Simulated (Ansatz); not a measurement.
**C₃H₆FIn: reading failed and doubtful runs**

5 inputs were typed for C₃H₆FIn. Each is run as it stands; the log then has to tell whether the result can be used.

The runs use Ansatz 0.2.0, Gaussian basis; the settings change from run to run.

1 further run of the same task is left out (for a known fault of the program). Runs told in other sessions of the task aren't counted.

**1. The geometry**

The structure was relaxed beforehand with PBE0-D4 in a triple-zeta def2 set. In takes a core potential in def2 sets; no spin-orbit term is included.

SMILES `C=C[CH2][InH][F]`, 11 atoms, charge 0, spin multiplicity 1.

Atoms are counted from 1 here; the program's logs count them from 0.

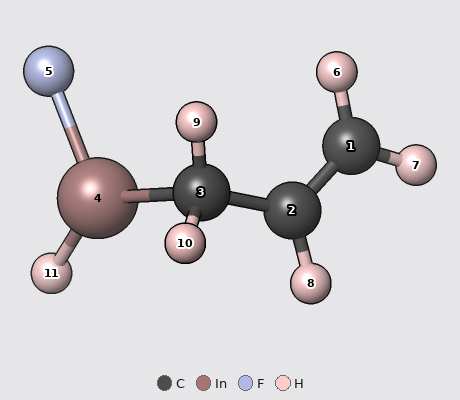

The geometry (carbon dark grey, indium brown, fluorine light blue, hydrogen pink); atoms are numbered from 1 in the order of the file.

**2. Try 1**

in.yaml

```yaml
crystal:
  periodic: [false, false, false]
  atoms:
    - {symbol: C, position_ang: [-1.437983, 0.776687, -0.889444]}
    - {symbol: C, position_ang: [-0.584426, -0.245018, -0.867764]}
    - {symbol: C, position_ang: [0.849117, -0.169458, -0.497413]}
    - {symbol: In, position_ang: [0.961635, -0.648689, 1.600463]}
    - {symbol: F, position_ang: [1.484498, 0.988507, 2.561365]}
    - {symbol: H, position_ang: [-1.120937, 1.787732, -0.652533]}
    - {symbol: H, position_ang: [-2.477959, 0.633810, -1.155387]}
    - {symbol: H, position_ang: [-0.961625, -1.236278, -1.115562]}
    - {symbol: H, position_ang: [1.254144, 0.839478, -0.583844]}
    - {symbol: H, position_ang: [1.464992, -0.863799, -1.069527]}
    - {symbol: H, position_ang: [0.634043, -1.919875, 2.690249]}
basis:
  gaussian: {orbitals: def2-TZVPD, fitting: {mean_field: cc-pVTZ-jkfit}, nuclear_model: gaussian}
magnetization: {spin_polarized: true, initial_magnetization: 0}
hamiltonian: {xc: {name: RPBE}, dispersion: d4}
accuracy: high
```

On the command line:

```sh
ansatz run in.yaml --threads 4 --pin off --events-out ev --progress --plain --max-ram 10444MiB
```

The log of the run:

```text
Functional definition: RPBE
  name "RPBE"
  cite "Hammer, Hansen & Nørskov, Phys. Rev. B 59, 7413 (1999) doi:10.1103/PhysRevB.59.7413"
  cite "Perdew, Burke & Ernzerhof, Phys. Rev. Lett. 77, 3865 (1996) doi:10.1103/PhysRevLett.77.3865"
  parameter kappa = 0.804
  parameter beta = 0.06672455060314922
  exchange = rpbe_x(kappa = kappa, mu = beta*pi^2/3)
  correlation = pbe_c(beta = beta)
Error: <dir> the basis set cc-pVTZ-JKFIT has no functions for In
```

Run time: 0.05 s. Hardware: 4 threads of Arm Neoverse V2, shared host.

What is wrong: The program refused the input. The fitting set named has no entry for an element of this molecule. Cure: leave the fitting key out, or name a set that covers all elements and suits the basis.

**3. Try 2**

in.yaml

```yaml
crystal:
  periodic: [false, false, false]
  atoms:
    - {symbol: C, position_ang: [-1.437983, 0.776687, -0.889444]}
    - {symbol: C, position_ang: [-0.584426, -0.245018, -0.867764]}
    - {symbol: C, position_ang: [0.849117, -0.169458, -0.497413]}
    - {symbol: In, position_ang: [0.961635, -0.648689, 1.600463]}
    - {symbol: F, position_ang: [1.484498, 0.988507, 2.561365]}
    - {symbol: H, position_ang: [-1.120937, 1.787732, -0.652533]}
    - {symbol: H, position_ang: [-2.477959, 0.633810, -1.155387]}
    - {symbol: H, position_ang: [-0.961625, -1.236278, -1.115562]}
    - {symbol: H, position_ang: [1.254144, 0.839478, -0.583844]}
    - {symbol: H, position_ang: [1.464992, -0.863799, -1.069527]}
    - {symbol: H, position_ang: [0.634043, -1.919875, 2.690249]}
basis:
  gaussian: {orbitals: def2-TZVPD, fitting: {mean_field: cc-pVTZ-jkfit}}
hamiltonian: {xc: {name: r2SCAN}, dispersion: rvv10}
```

Launched as before.

The log of the run:

```text
Functional definition: r2SCAN+rVV10
  name "r2SCAN+rVV10"
  cite "Furness, Kaplan, Ning, Perdew & Sun, J. Phys. Chem. Lett. 11, 8208 (2020) doi:10.1021/acs.jpclett.0c02405"
  cite "Furness, Kaplan, Ning, Perdew & Sun, J. Phys. Chem. Lett. 11, 9248 (2020) doi:10.1021/acs.jpclett.0c03077"
  cite "Vydrov & Van Voorhis, J. Chem. Phys. 133, 244103 (2010) doi:10.1063/1.3521275"
  cite "Sabatini, Gorni & de Gironcoli, Phys. Rev. B 87, 041108(R) (2013) doi:10.1103/PhysRevB.87.041108"
  cite "Ning et al., Phys. Rev. B 106, 075422 (2022) doi:10.1103/PhysRevB.106.075422"
  parent "r2scan"
  parameter k0 = 0.174
  parameter k1 = 0.065
  parameter a1 = 4.9479
  exchange = r2scan_x(k0 = k0, k1 = k1, a1 = a1)
  correlation = r2scan_c + rvv10(11.95, 0.0093)
Error: <dir> the basis set cc-pVTZ-JKFIT has no functions for In
```

Run time: 0.25 s. Hardware: 4 threads of Arm Neoverse V2, shared host.

**Diagnosis.** Refused before any calculation. The fitting set named has no entry for an element of this molecule. Cure: leave the fitting key out, or name a set that covers all elements and suits the basis.

**4. Try 3**

in.yaml

```yaml
crystal:
  periodic: [false, false, false]
  atoms:
    - {symbol: C, position_ang: [-1.437983, 0.776687, -0.889444]}
    - {symbol: C, position_ang: [-0.584426, -0.245018, -0.867764]}
    - {symbol: C, position_ang: [0.849117, -0.169458, -0.497413]}
    - {symbol: In, position_ang: [0.961635, -0.648689, 1.600463]}
    - {symbol: F, position_ang: [1.484498, 0.988507, 2.561365]}
    - {symbol: H, position_ang: [-1.120937, 1.787732, -0.652533]}
    - {symbol: H, position_ang: [-2.477959, 0.633810, -1.155387]}
    - {symbol: H, position_ang: [-0.961625, -1.236278, -1.115562]}
    - {symbol: H, position_ang: [1.254144, 0.839478, -0.583844]}
    - {symbol: H, position_ang: [1.464992, -0.863799, -1.069527]}
    - {symbol: H, position_ang: [0.634043, -1.919875, 2.690249]}
basis:
  gaussian: {orbitals: def2-SVP, nuclear_model: gaussian}
hamiltonian: {xc: {name: RPBE}, dispersion: d3bj}
outputs: {forces: true}
```

The command is unchanged.

The log of the run:

```text
Error: YAML parse error: error: line 18 column 1: unknown field `outputs`, expected one of crystal, accuracy, basis, kpoints, hamiltonian, magnetization, projection, total_charge, correlation, batch, efield, external_charges, scf, relax, neb, saddle, md, ramp, phonons, dielectric, real_time, elastic, magnetic_configurations, gw, evaluate, workflow, output, checkpoint, execution
  --> <input>:18:1
   |
16 |   gaussian: {orbitals: def2-SVP, nuclear_model: gaussian}
17 | hamiltonian: {xc: {name: RPBE}, dispersion: d3bj}
18 | outputs: {forces: true}
   | ^ unknown field `outputs`, expected one of crystal, accuracy, basis, kpoints, hamiltonian, magnetization, projection, total_charge, correlation, batch, efield, external_charges, scf, relax, neb, saddle, md, ramp, phonons, dielectric, real_time, elastic, magnetic_configurations, gw, evaluate, workflow, output, checkpoint, execution
```

It took 0.05 s on 4 threads of Arm Neoverse V2, shared host.

What is wrong: Refused before any calculation. The input holds a key that doesn't belong there. Cure: remove the key, or spell it as the input reference has it.

**5. Try 4**

in.yaml

```yaml
crystal:
  periodic: [false, false, false]
  atoms:
    - {symbol: C, position_ang: [-1.437983, 0.776687, -0.889444]}
    - {symbol: C, position_ang: [-0.584426, -0.245018, -0.867764]}
    - {symbol: C, position_ang: [0.849117, -0.169458, -0.497413]}
    - {symbol: In, position_ang: [1.534498, 1.288507, 2.861365]}
    - {symbol: F, position_ang: [1.484498, 0.988507, 2.561365]}
    - {symbol: H, position_ang: [-1.120937, 1.787732, -0.652533]}
    - {symbol: H, position_ang: [-2.477959, 0.633810, -1.155387]}
    - {symbol: H, position_ang: [-0.961625, -1.236278, -1.115562]}
    - {symbol: H, position_ang: [1.254144, 0.839478, -0.583844]}
    - {symbol: H, position_ang: [1.464992, -0.863799, -1.069527]}
    - {symbol: H, position_ang: [0.634043, -1.919875, 2.690249]}
basis:
  gaussian: {orbitals: def2-mTZVPP}
hamiltonian: {xc: {name: rPW86-PBE}, dispersion: d3bj}
```

The command is unchanged.

The log of the run (excerpt; [...] marks lines left out):

```text
Functional definition: rPW86-PBE
  name "rPW86-PBE"
  cite "Murray, Lee & Langreth, J. Chem. Theory Comput. 5, 2754 (2009) doi:10.1021/ct900365q"
  cite "Perdew, Burke & Ernzerhof, Phys. Rev. Lett. 77, 3865 (1996) doi:10.1103/PhysRevLett.77.3865"
  parent pbe
[...]
1416 factors; their error is unknown
[...]
a density is far from that of the atoms, so the factors are made again for it
1522 factors; integrals over basis functions are off by at most 1.5e-3 eV
mean field -9638.01346776 eV, -354.1904620601 hartree, gradient 2.2e-5 eV, S^2 0.000000; 0 other end points of the search recorded, 0 dependent functions left out
reference -9638.01360694 eV, -354.1904671748 hartree; 27, 27 occupied and 120, 120 virtual orbitals, 1522 factors
Total energy: -9638.23815545 eV, -354.1987191804 hartree
```

Wall time 11 s (4 threads of Arm Neoverse V2, shared host).

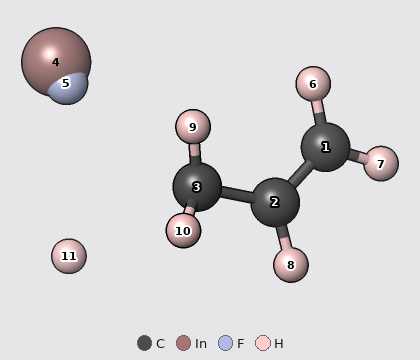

The geometry of this input.

What is wrong: It ended without an error, which proves nothing about the input. One atom was put on top of another. The shortest distance is 0.43 Å (In4–F5), against 1.08 Å in the relaxed molecule. Its energy is no property of the relaxed molecule. Fix: restore the atom's position.

**6. Try 5**

in.yaml

```yaml
crystal:
  periodic: [false, false, false]
  atoms:
    - {symbol: C, position_ang: [-1.437983, 0.776687, -0.889444]}
    - {symbol: C, position_ang: [1.149117, 0.130542, -0.497413]}
    - {symbol: C, position_ang: [0.849117, -0.169458, -0.497413]}
    - {symbol: In, position_ang: [0.961635, -0.648689, 1.600463]}
    - {symbol: F, position_ang: [1.484498, 0.988507, 2.561365]}
    - {symbol: H, position_ang: [-1.120937, 1.787732, -0.652533]}
    - {symbol: H, position_ang: [-2.477959, 0.633810, -1.155387]}
    - {symbol: H, position_ang: [-0.961625, -1.236278, -1.115562]}
    - {symbol: H, position_ang: [1.254144, 0.839478, -0.583844]}
    - {symbol: H, position_ang: [1.464992, -0.863799, -1.069527]}
    - {symbol: H, position_ang: [0.634043, -1.919875, 2.690249]}
basis:
  gaussian: {orbitals: def2-TZVP, point_charges: [{charge: -1.00, position_ang: [4.838, -0.542, 0.946]}]}
hamiltonian: {xc: {name: BHLYP}, dispersion: d3bjatm}
```

Same command.

The log of the run:

```text
Functional definition: BHLYP
  name "BHLYP"
  cite "Becke, J. Chem. Phys. 98, 1372 (1993) doi:10.1063/1.464304"
  cite "Becke, Phys. Rev. A 38, 3098 (1988) doi:10.1103/PhysRevA.38.3098"
  cite "Lee, Yang & Parr, Phys. Rev. B 37, 785 (1988) doi:10.1103/PhysRevB.37.785"
  parameter a = 0.5
  exchange = (1 - a)*b88_x + a*exact_x
  correlation = lyp_c
1627 factors; their error is unknown
mean field evaluation 1: about -10827.3727 eV, gradient 1.5e2 eV
mean field evaluation 2: about -10768.6429 eV, gradient 1.9e2 eV
mean field evaluation 4: about -10835.3376 eV, gradient 8.7e1 eV
mean field evaluation 8: about -10875.1320 eV, gradient 7.9e0 eV
mean field evaluation 16: about -10875.6879 eV, gradient 2.3e-1 eV
mean field evaluation 32: about -10875.8433 eV, gradient 1.4e-4 eV
mean field -10875.84327099 eV, -399.6798682974 hartree, gradient 3.9e-5 eV, S^2 0.000000; 2 other end points of the search recorded, 0 dependent functions left out
reference -10875.84349504 eV, -399.6798765314 hartree; 27, 27 occupied and 183, 183 virtual orbitals, 1627 factors
Total energy: -10876.17805370 eV, -399.6921713351 hartree
```

Run time: 8.5 s. Hardware: 4 threads of Arm Neoverse V2, shared host; peak memory 0.77 GiB.

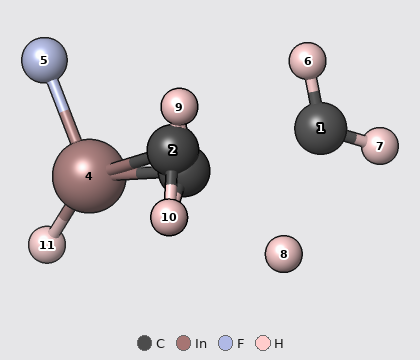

The geometry of this input.

Diagnosis: It ended without an error, which proves nothing about the input. One atom was put on top of another. The shortest distance is 0.42 Å (C2–C3), against 1.08 Å in the relaxed molecule. Its energy is no property of the relaxed molecule. Fix: restore the atom's position, and remove the point charge.

**7. How the tries ended**

```
try                  level      ended                                                               cause    time
  1        RPBE/def2-TZVPD    refused  the fitting set named has no entry for an element of this molecule  0.05 s
  2      r2SCAN/def2-TZVPD    refused  the fitting set named has no entry for an element of this molecule  0.25 s
  3          RPBE/def2-SVP    refused                     the input holds a key that doesn't belong there  0.05 s
  4  rPW86-PBE/def2-mTZVPP  converged                                  one atom was put on top of another    11 s
  5        BHLYP/def2-TZVP  converged                                  one atom was put on top of another   8.5 s
```

**Reading.** 3 refused, 2 converged. A refusal costs next to no computing time. The dangerous case is the input that converges on a wrong geometry, charge, spin, basis or grid: often only a look at the input shows it.
